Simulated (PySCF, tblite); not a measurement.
# C₂H₄O₂: changes of charge, electronic excitations, EPR parameters, part 2 of 3

tblite 0.8.0 and PySCF 2.14.0. Atoms count from 0.

## 9. Infrared spectrum with GFN2-xTB

The job: settings as JSON, then the geometry in Å.

```
{"job": {"kind": "ir", "xc": "GFN2-xTB", "basis": "xTB"}, "charge": 1, "multiplicity": 2}
C     -1.013809    -0.156556     0.103556
O      0.307926    -0.612220     0.205644
C      1.291153     0.152991    -0.175780
O      1.350835     1.079737    -0.908546
H     -1.143568     0.541813    -0.733276
H     -1.625322    -1.073931     0.040325
H     -1.365395     0.332476     1.031302
H      2.233060    -0.229852     0.339706
```

Standard output:

```text
mode    cm-1     km/mol
  1     159.9     13.09
  2     235.0      2.65
  3     366.3    100.22
  4     654.1     98.34
  5     842.2     14.33
  6     946.8    311.80
  7     956.7     67.62
  8    1006.6      9.00
  9    1023.8     19.35
 10    1155.2      6.41
 11    1255.0     97.66
 12    1309.9    216.81
 13    1356.5     67.74
 14    1767.2    156.45
 15    2441.3    424.58
 16    2802.4     97.92
 17    2863.4    314.38
 18    2934.1     25.13
ZPE 144.008  H(298)-E 158.887  G(298)-E 71.893 kJ/mol  S 291.78 J/(mol K)
```

Run time: 0.14 s. Hardware: 1 thread of Arm Neoverse V1, shared host.

The strongest bands and the atoms that carry them (share of the mass-weighted mode):

| cm⁻¹ | km/mol | atoms |
| --- | --- | --- |
| 366 | 100.2 | H7 30 %, O1 29 %, C2 20 % |
| 654 | 98.3 | C2 47 %, O1 25 %, O3 14 % |
| 947 | 311.8 | O1 38 %, C0 28 %, H7 13 % |
| 1310 | 216.8 | H5 42 %, H6 38 % |
| 1767 | 156.4 | C2 57 %, O3 41 % |
| 2441 | 424.6 | H7 95 % |
| 2802 | 97.9 | H6 69 %, H5 22 % |
| 2863 | 314.4 | H5 69 %, H6 24 % |

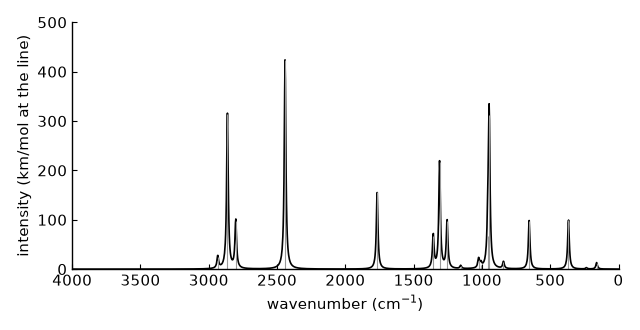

The infrared spectrum from these modes, unscaled. Lines are broadened to a width of 14 cm⁻¹ (Lorentzian).

## 10. Geometry optimisation at PBE0-D3(BJ)/def2-SVP

This step treats C2H4O2+ (doublet), labelled `C[O+]C=O` (the label fixes atoms and charge, not where charge and spin sit).

Settings changed since step 9:

```diff
@@ -1,2 +1,2 @@
-{"job": {"kind": "ir", "xc": "GFN2-xTB", "basis": "xTB"}, "charge": 1, "multiplicity": 2}
+{"job": {"xc": "PBE0", "basis": "def2-SVP", "d3": "d3bj", "grid": 1, "kind": "geom"}, "charge": 1, "multiplicity": 2}
 C     -1.013809    -0.156556     0.103556
```

Standard output:

```text
step   0  E = -228.23802388  max force = 0.074865
step   1  E = -228.25153500  max force = 0.032910
step   2  E = -228.25282230  max force = 0.013766
step   3  E = -228.25317517  max force = 0.007779
step   4  E = -228.25345623  max force = 0.003017
step   5  E = -228.25346913  max force = 0.001473
step   6  E = -228.25347305  max force = 0.000360
optimisation converged
```

Wall time 18 s (1 thread of Arm Neoverse V1, shared host).

Relaxation path:

```
step  energy from step 0 (eV)  largest force component (eV/Å)
   0                   0.0000                          3.8497
   1                  -0.3677                          1.6923
   2                  -0.4027                          0.7079
   3                  -0.4123                          0.4000
   4                  -0.4199                          0.1551
   5                  -0.4203                          0.0757
   6                  -0.4204                          0.0185
```

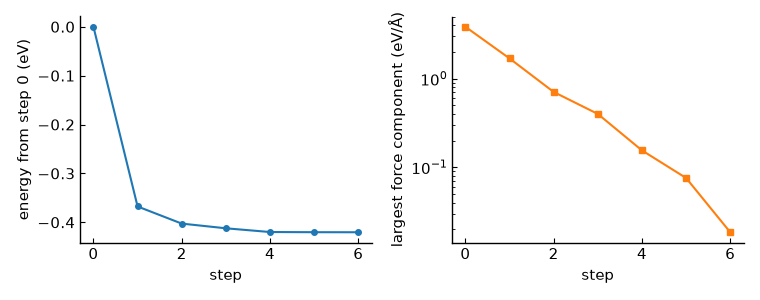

Energy and force, step by step.

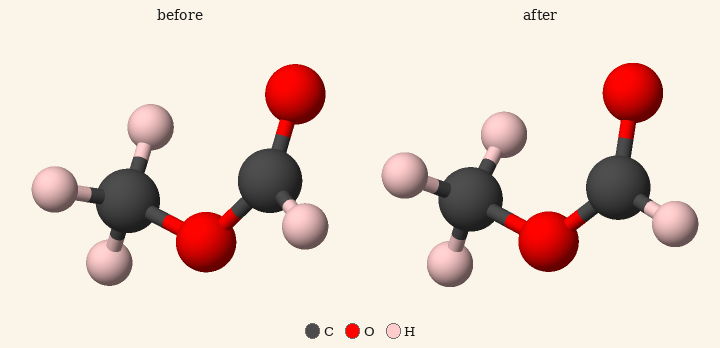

The geometry before (left) and after (right).

Distances of close pairs at the start and the end, largest changes first:

| bond | before (Å) | after (Å) | change (Å) |
| --- | --- | --- | --- |
| C2–O3 | 1.183 | 1.257 | +0.074 |
| C0–O1 | 1.402 | 1.473 | +0.071 |
| O1–C2 | 1.303 | 1.248 | -0.055 |
| C2–H7 | 1.140 | 1.117 | -0.023 |
| C0–H5 | 1.104 | 1.094 | -0.010 |
| C0–H6 | 1.106 | 1.097 | -0.009 |
| C0–H4 | 1.098 | 1.099 | +0.001 |

The end geometry stands in the next job.

| at the end point | value |
| --- | --- |
| point group (found at 0.08 Å tolerance) | C1 |
| rotational constants (GHz, main isotopes) | 20.892, 6.507, 5.129 |
| ⟨S²⟩ | 0.755 |

## 11. Harmonic vibrations (C₂H₄O₂+ (doublet), C[O+]C=O): PBE0-D3(BJ)/def2-SVP

The job: settings as JSON, then the geometry in Å.

```
{"job": {"xc": "PBE0", "basis": "def2-SVP", "d3": "d3bj", "grid": 2, "kind": "hessian"}, "charge": 1, "multiplicity": 2}
C     -1.062496    -0.128632     0.145712
O      0.332371    -0.562386     0.335011
C      1.301388     0.066340    -0.138441
O      1.247248     1.116742    -0.826289
H     -1.156450     0.398867    -0.813324
H     -1.645292    -1.054829     0.161540
H     -1.312489     0.511158     1.001570
H      2.337618    -0.310914     0.039367
```

Standard output:

```text
coarse grid: 6824 points
cycle   1  E = -228.1057599621  dE =  8.923e-01  |g| = 4.441e-01  |ddm| = 1.998e+00
cycle   2  E = -228.0108768771  dE =  9.488e-02  |g| = 7.097e-01  |ddm| = 7.927e-01
cycle   3  E = -228.2072267425  dE = -1.963e-01  |g| = 5.620e-02  |ddm| = 4.740e-01
cycle   4  E = -228.2085700313  dE = -1.343e-03  |g| = 5.086e-02  |ddm| = 8.043e-02
cycle   5  E = -228.2096756406  dE = -1.106e-03  |g| = 2.245e-02  |ddm| = 4.989e-02
cycle   6  E = -228.2099999744  dE = -3.243e-04  |g| = 5.336e-03  |ddm| = 2.447e-02
cycle   7  E = -228.2100660761  dE = -6.610e-05  |g| = 2.391e-03  |ddm| = 1.504e-02
cycle   8  E = -228.2100865274  dE = -2.045e-05  |g| = 9.801e-04  |ddm| = 1.030e-02
cycle   9  E = -228.2100912587  dE = -4.731e-06  |g| = 4.980e-04  |ddm| = 5.150e-03
final grid: 66320 points
cycle  10  E = -228.2535088102  dE = -8.730e-06  |g| = 6.586e-03  |ddm| = 1.174e-02
cycle  11  E = -228.2534918442  dE =  1.697e-05  |g| = 9.614e-03  |ddm| = 9.945e-03
cycle  12  E = -228.2535259579  dE = -3.411e-05  |g| = 1.074e-03  |ddm| = 5.982e-03
cycle  13  E = -228.2535266077  dE = -6.498e-07  |g| = 3.135e-04  |ddm| = 9.334e-04
cycle  14  E = -228.2535268934  dE = -2.857e-07  |g| = 2.642e-04  |ddm| = 7.983e-04
cycle  15  E = -228.2535273152  dE = -4.218e-07  |g| = 1.580e-04  |ddm| = 1.437e-03
cycle  16  E = -228.2535276971  dE = -3.819e-07  |g| = 6.071e-05  |ddm| = 2.504e-03
cycle  17  E = -228.2535277293  dE = -3.216e-08  |g| = 2.377e-05  |ddm| = 7.600e-04
cycle  18  E = -228.2535277315  dE = -2.202e-09  |g| = 8.717e-06  |ddm| = 1.726e-04
cycle  19  E = -228.2535277317  dE = -2.659e-10  |g| = 2.980e-06  |ddm| = 4.776e-05
cycle  20  E = -228.2535277318  dE = -2.632e-11  |g| = 9.817e-07  |ddm| = 1.363e-05
converged SCF energy = -228.2535277318

mode    cm-1
  1      45.9
  2     226.4
  3     378.7
  4     602.5
  5     843.5
  6     971.1
  7    1150.7
  8    1159.0
  9    1209.8
 10    1368.4
 11    1425.4
 12    1437.8
 13    1462.6
 14    1679.6
 15    3006.3
 16    3086.0
 17    3221.7
 18    3257.3
ZPE 158.702  H(298)-E 173.992  G(298)-E 85.635 kJ/mol  S 296.35 J/(mol K)
```

Run time: 81 s. Hardware: 1 thread of Arm Neoverse V1, shared host; peak memory 1.3 GiB.

Zero-point energy 158.70 kJ/mol (xTB gave 144.01).

## 12. Single point (C₂H₄O₂): wB97X-D3(BJ)/ma-def2-TZVP

Geometry: PBE0-D3(BJ)/def2-SVP, that of another charge or spin state.

Settings changed since step 11:

```diff
@@ -1,2 +1,2 @@
-{"job": {"xc": "PBE0", "basis": "def2-SVP", "d3": "d3bj", "grid": 2, "kind": "hessian"}, "charge": 1, "multiplicity": 2}
+{"job": {"kind": "sp", "xc": "wB97X", "basis": "ma-def2-TZVP", "d3": "d3bj", "grid": 2}, "charge": 0, "multiplicity": 1}
 C     -1.062496    -0.128632     0.145712
```

Standard output:

```text
coarse grid: 6824 points
cycle   1  E = -229.0368065998  dE =  6.471e-01  |g| = 9.290e-01  |ddm| = 1.933e+00
cycle   2  E = -228.9151881664  dE =  1.216e-01  |g| = 1.299e+00  |ddm| = 1.398e+00
cycle   3  E = -229.2040363702  dE = -2.888e-01  |g| = 1.458e-01  |ddm| = 8.473e-01
cycle   4  E = -229.2070896020  dE = -3.053e-03  |g| = 6.201e-02  |ddm| = 9.024e-02
cycle   5  E = -229.2077418883  dE = -6.523e-04  |g| = 8.504e-03  |ddm| = 3.979e-02
cycle   6  E = -229.2077639765  dE = -2.209e-05  |g| = 2.920e-03  |ddm| = 1.293e-02
cycle   7  E = -229.2077675169  dE = -3.540e-06  |g| = 9.524e-04  |ddm| = 5.540e-03
final grid: 66320 points
cycle   8  E = -229.2069845452  dE = -2.839e-05  |g| = 5.804e-03  |ddm| = 2.167e-02
cycle   9  E = -229.2069838621  dE =  6.831e-07  |g| = 6.141e-03  |ddm| = 5.085e-03
cycle  10  E = -229.2069896311  dE = -5.769e-06  |g| = 5.129e-04  |ddm| = 2.920e-03
cycle  11  E = -229.2069896623  dE = -3.119e-08  |g| = 3.484e-04  |ddm| = 3.757e-04
cycle  12  E = -229.2069896830  dE = -2.073e-08  |g| = 5.572e-05  |ddm| = 2.432e-04
cycle  13  E = -229.2069896838  dE = -8.447e-10  |g| = 1.920e-05  |ddm| = 6.042e-05
converged SCF energy = -229.2069896838
```

Run time: 4.2 s. Hardware: 1 thread of Arm Neoverse V1, shared host; peak memory 0.58 GiB.

## 13. Single point (C2H4O2+ (doublet), C[O+]C=O): wB97X-D3(BJ)/ma-def2-TZVP

Geometry: PBE0-D3(BJ)/def2-SVP.

Settings changed since step 12:

```diff
@@ -1,2 +1,2 @@
-{"job": {"kind": "sp", "xc": "wB97X", "basis": "ma-def2-TZVP", "d3": "d3bj", "grid": 2}, "charge": 0, "multiplicity": 1}
+{"job": {"kind": "sp", "xc": "wB97X", "basis": "ma-def2-TZVP", "d3": "d3bj", "grid": 2}, "charge": 1, "multiplicity": 2}
 C     -1.062496    -0.128632     0.145712
```

Standard output:

```text
final grid: 66320 points
cycle   1  E = -228.7204955950  dE = -5.869e-03  |g| = 5.625e-01  |ddm| = 5.532e-01
cycle   2  E = -228.6548172157  dE =  6.568e-02  |g| = 6.894e-01  |ddm| = 5.555e-01
cycle   3  E = -228.8234127519  dE = -1.686e-01  |g| = 6.343e-02  |ddm| = 3.437e-01
cycle   4  E = -228.8251227919  dE = -1.710e-03  |g| = 2.536e-02  |ddm| = 3.780e-02
cycle   5  E = -228.8255540276  dE = -4.312e-04  |g| = 1.146e-02  |ddm| = 1.921e-02
cycle   6  E = -228.8256738518  dE = -1.198e-04  |g| = 3.806e-03  |ddm| = 8.971e-03
cycle   7  E = -228.8257170314  dE = -4.318e-05  |g| = 1.442e-03  |ddm| = 8.451e-03
cycle   8  E = -228.8257209715  dE = -3.940e-06  |g| = 6.949e-04  |ddm| = 2.265e-03
cycle   9  E = -228.8257226111  dE = -1.640e-06  |g| = 4.013e-04  |ddm| = 1.534e-03
cycle  10  E = -228.8257235130  dE = -9.019e-07  |g| = 2.520e-04  |ddm| = 1.309e-03
cycle  11  E = -228.8257239947  dE = -4.817e-07  |g| = 1.680e-04  |ddm| = 1.043e-03
cycle  12  E = -228.8257242183  dE = -2.236e-07  |g| = 1.312e-04  |ddm| = 6.445e-04
cycle  13  E = -228.8257243700  dE = -1.517e-07  |g| = 1.054e-04  |ddm| = 5.741e-04
cycle  14  E = -228.8257245292  dE = -1.592e-07  |g| = 4.962e-05  |ddm| = 9.434e-04
cycle  15  E = -228.8257245635  dE = -3.429e-08  |g| = 2.264e-05  |ddm| = 4.985e-04
cycle  16  E = -228.8257245667  dE = -3.173e-09  |g| = 1.684e-05  |ddm| = 1.202e-04
converged SCF energy = -228.8257245667
```

Wall time 14 s (1 thread of Arm Neoverse V1, shared host); peak memory 0.6 GiB.

## 14. Single point (C2H4O2): wB97X-D3(BJ)/ma-def2-TZVP in acetonitrile

Geometry: PBE0-D3(BJ)/def2-SVP.

The job: settings as JSON, then the geometry in Å.

```
{"job": {"kind": "sp", "xc": "wB97X", "basis": "ma-def2-TZVP", "d3": "d3bj", "grid": 2, "solvent": "acetonitrile"}, "charge": 0, "multiplicity": 1}
C     -1.003437    -0.178826     0.070846
O      0.310246    -0.710336     0.158727
C      1.300214     0.143893    -0.082847
O      1.169207     1.299903    -0.364337
H     -1.201063     0.210995    -0.938939
H     -1.686596    -1.005008     0.298957
H     -1.143243     0.640248     0.791967
H      2.271438    -0.385236     0.017687
```

Standard output:

```text
final grid: 66320 points
cycle   1  E = -229.2294169712  dE = -7.807e-04  |g| = 2.948e-02  |ddm| = 1.424e-01
cycle   2  E = -229.2294244529  dE = -7.482e-06  |g| = 3.427e-02  |ddm| = 3.969e-02
cycle   3  E = -229.2296175400  dE = -1.931e-04  |g| = 3.856e-03  |ddm| = 1.707e-02
cycle   4  E = -229.2296246318  dE = -7.092e-06  |g| = 2.363e-03  |ddm| = 9.813e-03
cycle   5  E = -229.2296259479  dE = -1.316e-06  |g| = 4.106e-04  |ddm| = 2.450e-03
cycle   6  E = -229.2296260270  dE = -7.912e-08  |g| = 1.031e-04  |ddm| = 7.806e-04
cycle   7  E = -229.2296260339  dE = -6.895e-09  |g| = 4.271e-05  |ddm| = 3.371e-04
converged SCF energy = -229.2296260339
```

Run time: 3.9 s. Hardware: 1 thread of Arm Neoverse V1, shared host; peak memory 0.61 GiB.

## 15. Single point (C2H4O2+ (doublet), C[O+]C=O): wB97X-D3(BJ)/ma-def2-TZVP in acetonitrile

Geometry: PBE0-D3(BJ)/def2-SVP.

The job: settings as JSON, then the geometry in Å.

```
{"job": {"kind": "sp", "xc": "wB97X", "basis": "ma-def2-TZVP", "d3": "d3bj", "grid": 2, "solvent": "acetonitrile"}, "charge": 1, "multiplicity": 2}
C     -1.062496    -0.128632     0.145712
O      0.332371    -0.562386     0.335011
C      1.301388     0.066340    -0.138441
O      1.247248     1.116742    -0.826289
H     -1.156450     0.398867    -0.813324
H     -1.645292    -1.054829     0.161540
H     -1.312489     0.511158     1.001570
H      2.337618    -0.310914     0.039367
```

Standard output:

```text
final grid: 66320 points
cycle   1  E = -228.9278861852  dE = -6.147e-04  |g| = 1.299e-02  |ddm| = 7.626e-02
cycle   2  E = -228.9279356352  dE = -4.945e-05  |g| = 1.091e-02  |ddm| = 1.883e-02
cycle   3  E = -228.9279792641  dE = -4.363e-05  |g| = 1.902e-03  |ddm| = 5.806e-03
cycle   4  E = -228.9279837203  dE = -4.456e-06  |g| = 7.590e-04  |ddm| = 3.321e-03
cycle   5  E = -228.9279850952  dE = -1.375e-06  |g| = 4.159e-04  |ddm| = 1.399e-03
cycle   6  E = -228.9279858703  dE = -7.751e-07  |g| = 2.331e-04  |ddm| = 1.135e-03
cycle   7  E = -228.9279861373  dE = -2.671e-07  |g| = 1.211e-04  |ddm| = 8.458e-04
cycle   8  E = -228.9279861745  dE = -3.721e-08  |g| = 6.721e-05  |ddm| = 2.795e-04
cycle   9  E = -228.9279861873  dE = -1.274e-08  |g| = 4.110e-05  |ddm| = 1.399e-04
cycle  10  E = -228.9279861956  dE = -8.303e-09  |g| = 3.115e-05  |ddm| = 1.007e-04
converged SCF energy = -228.9279861956
```

Run time: 8.2 s. Hardware: 1 thread of Arm Neoverse V1, shared host; peak memory 0.61 GiB.

## 16. Changes of charge: wB97X-D3(BJ)/ma-def2-TZVP

This step combines the energies above: geometries from PBE0-D3(BJ)/def2-SVP, zero-point and thermal terms from PBE0-D3(BJ)/def2-SVP.

The job: settings as JSON, then the geometry in Å.

```
{"job": {"kind": "rx", "dirs": [1], "geom": {"xc": "PBE0", "basis": "def2-SVP", "d3": "d3bj", "grid": 1}, "hess": 1, "level": {"xc": "wB97X", "basis": "ma-def2-TZVP", "d3": "d3bj", "solvents": ["acetonitrile"]}}, "charge": 0, "multiplicity": 1}
C     -1.003437    -0.178826     0.070846
O      0.310246    -0.710336     0.158727
C      1.300214     0.143893    -0.082847
O      1.169207     1.299903    -0.364337
H     -1.201063     0.210995    -0.938939
H     -1.686596    -1.005008     0.298957
H     -1.143243     0.640248     0.791967
H      2.271438    -0.385236     0.017687
```

Output (the driver's rows laid out field by field):

```text
ionisation and electron attachment, wB97X-D3(BJ)/ma-def2-TZVP // PBE0-D3(BJ)/def2-SVP

row 1
  change                  oxidation
  charge                  1
  multiplicity            2
  vertical_ev             11.1083
  vertical_s2             0.756
  formula                 C2H4O2
  smiles                  C[O+]C=O
  kept                    yes
  pieces                  1
  point_group             C1
  adiabatic_electronic_ev 10.7737
  adiabatic_ev            10.7165
  free_energy_ev          10.6879
  s2                      0.755
  bonds_moved             1 2 1.33 1.248; 2 3 1.197 1.257; 0 1 1.42 1.473; 2 7 1.111 1.117
  spin_on                 3 O 0.95
  charge_moved            3 O 0.479; 1 O 0.166; 7 H 0.147
  vertical_back_ev        10.3748
  relaxation_parent_ev    0.3989
  relaxation_ion_ev       0.3346
  reorganisation_ev       0.7335
  solution                solvent acetonitrile, absolute_potential_v 8.1222, solvation_parent_kj -20.94, solvation_ion_kj -268.49
```

It took 3.4 min on 1 thread of Arm Neoverse V1, shared host; peak memory 0.61 GiB.

Energy taken up on oxidation, or given off on reduction (eV; adiabatic with zero-point energy):

```
                    change   product  vertical  adiabatic  free energy  reorganisation  ⟨S²⟩
oxidation (multiplicity 2)  C[O+]C=O     11.11      10.72        10.69            0.73  0.76
```

On oxidation to multiplicity 2 charge changes most on O3 (+0.48 e), O1 (+0.17 e), H7 (+0.15 e); the spin sits on O3 (0.95); the bond O1–C2 goes from 1.330 to 1.248 Å; the absolute potential is 8.12 V in acetonitrile.

## 17. Electronic excitations: TDDFT PBE0/def2-SVPD

The job: settings as JSON, then the geometry in Å.

```
{"job": {"kind": "uv", "xc": "PBE0", "basis": "def2-SVPD", "nstates": 6, "ntriplets": 0}, "charge": 0, "multiplicity": 1}
C     -1.003437    -0.178826     0.070846
O      0.310246    -0.710336     0.158727
C      1.300214     0.143893    -0.082847
O      1.169207     1.299903    -0.364337
H     -1.201063     0.210995    -0.938939
H     -1.686596    -1.005008     0.298957
H     -1.143243     0.640248     0.791967
H      2.271438    -0.385236     0.017687
```

With the program's defaults for keys left out, this is: TDDFT PBE0/def2-SVPD, vertical, gas phase, core orbitals frozen in the response.

Standard output:

```text
coarse grid: 6824 points
cycle   1  E = -228.4931508026  dE =  5.652e-01  |g| = 7.829e-01  |ddm| = 3.338e+00
cycle   2  E = -228.1793053542  dE =  3.138e-01  |g| = 1.499e+00  |ddm| = 1.851e+00
cycle   3  E = -228.6034025518  dE = -4.241e-01  |g| = 2.212e-01  |ddm| = 1.324e+00
cycle   4  E = -228.6118005933  dE = -8.398e-03  |g| = 7.654e-02  |ddm| = 2.052e-01
cycle   5  E = -228.6128599575  dE = -1.059e-03  |g| = 7.723e-03  |ddm| = 5.493e-02
cycle   6  E = -228.6128723043  dE = -1.235e-05  |g| = 1.969e-03  |ddm| = 9.529e-03
cycle   7  E = -228.6128730960  dE = -7.916e-07  |g| = 5.733e-04  |ddm| = 2.217e-03
final grid: 66320 points
cycle   8  E = -228.6561036128  dE = -7.102e-06  |g| = 1.053e-02  |ddm| = 4.481e-02
cycle   9  E = -228.6560767205  dE =  2.689e-05  |g| = 1.609e-02  |ddm| = 2.080e-02
cycle  10  E = -228.6561240122  dE = -4.729e-05  |g| = 1.821e-03  |ddm| = 1.255e-02
cycle  11  E = -228.6561246430  dE = -6.307e-07  |g| = 3.276e-04  |ddm| = 1.463e-03
cycle  12  E = -228.6561246636  dE = -2.057e-08  |g| = 8.120e-05  |ddm| = 3.099e-04
cycle  13  E = -228.6561246650  dE = -1.399e-09  |g| = 1.594e-05  |ddm| = 8.391e-05
cycle  14  E = -228.6561246650  dE = -5.400e-11  |g| = 4.419e-06  |ddm| = 2.017e-05
converged SCF energy = -228.6561246650

Static polarisability (au): isotropic 33.523, principal 26.202 34.407 39.960

Singlet excitations
state   eV       nm        f      main configurations
  1   5.9220    209.4   0.00179   H->L 0.99
  2   7.9597    155.8   0.03911   H-1->L 0.49, H->L+1 0.45
  3   8.2393    150.5   0.09264   H->L+1 0.50, H-1->L 0.42
  4   8.5312    145.3   0.00006   H-2->L 0.96
  5   8.6461    143.4   0.02000   H-1->L+1 0.98
  6   8.7505    141.7   0.06337   H->L+2 0.93
```

Wall time 5.1 s (1 thread of Arm Neoverse V1, shared host); peak memory 0.52 GiB.

The orbitals next to the gap, with their largest atomic shares:

| orbital | eV | atoms |
| --- | --- | --- |
| HOMO−3 | -11.47 | O3 32 %, C0 23 %, C2 19 % |
| HOMO−2 | -10.50 | O1 41 %, C0 23 %, O3 10 % |
| HOMO−1 | -9.15 | O1 44 %, O3 27 %, C0 11 % |
| HOMO | -8.48 | O3 68 %, C2 13 %, O1 10 % |
| LUMO | -0.11 | C2 40 %, O3 31 %, O1 18 % |
| LUMO+1 | 0.76 | C0 31 %, C2 19 %, H5 12 % |
| LUMO+2 | 1.46 | O1 22 %, H7 22 %, C2 17 % |

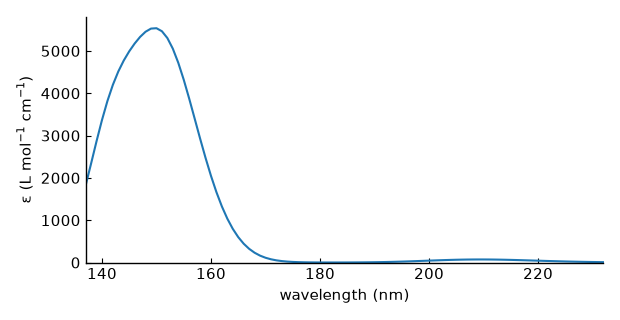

Absorption spectrum: each of the 6 states is a Gaussian band of 0.4 eV half-width at 1/e. Beyond the last state computed it falls off for lack of states.

Ground-state properties from the same run:

```
           property  computed
  dipole moment (D)      1.96
polarisability (Å³)      4.97
 HOMO–LUMO gap (eV)      8.37
      −ε(HOMO) (eV)      8.48
```

(Continued in part 3 of 3.)
